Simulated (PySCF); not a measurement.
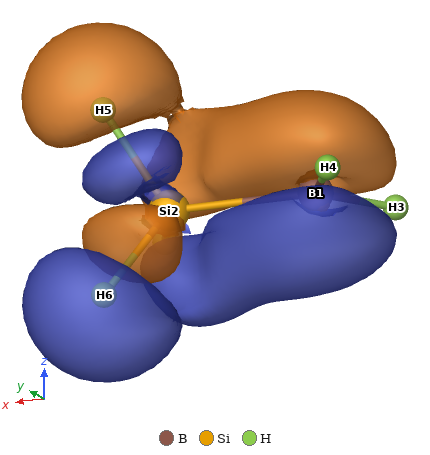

Figure 1: BH5Si, SMILES `B[SiH3]`. Change of the electron density in a uniform field of 0.10 V/Å, surfaces at ±0.0006 e/Å³ (orange: gain, blue: loss).

PySCF calculation, PBE/6-31+G*, gas phase; geometry: GFN2-xTB. No frequency check shows the geometry to be a minimum. The basis has diffuse s and p functions alone, which still leaves polarisabilities too small, most of all across bonds.

Geometry (Å), atoms numbered from 1:

```
B1      -1.4086   -0.0056    0.0002
Si2      0.5473   -0.0019    0.0001
H3      -2.0336   -0.9950   -0.0003
H4      -2.0149    0.9960    0.0003
H5       1.1186    0.6991    1.1622
H6       1.1164    0.6778   -1.1767
H7       1.1942   -1.3232    0.0117
```

Question: Along which Cartesian direction does the field point?

Answer: Along −z: electrons gather on the +z side, against the field.

Question: What dipole is induced, and what polarisability does it imply?

Answer: The induced dipole is 0.17 D (along the field); α along this axis, from the fields in both directions, is 32 bohr³ (4.8 Å³).

Question: Which atoms gain and lose the most charge?

Answer: Electrons gather most on H5 (Hirshfeld charge changes by −0.004 e) and leave H6 most (+0.005 e); 0.017 electrons are displaced in all.
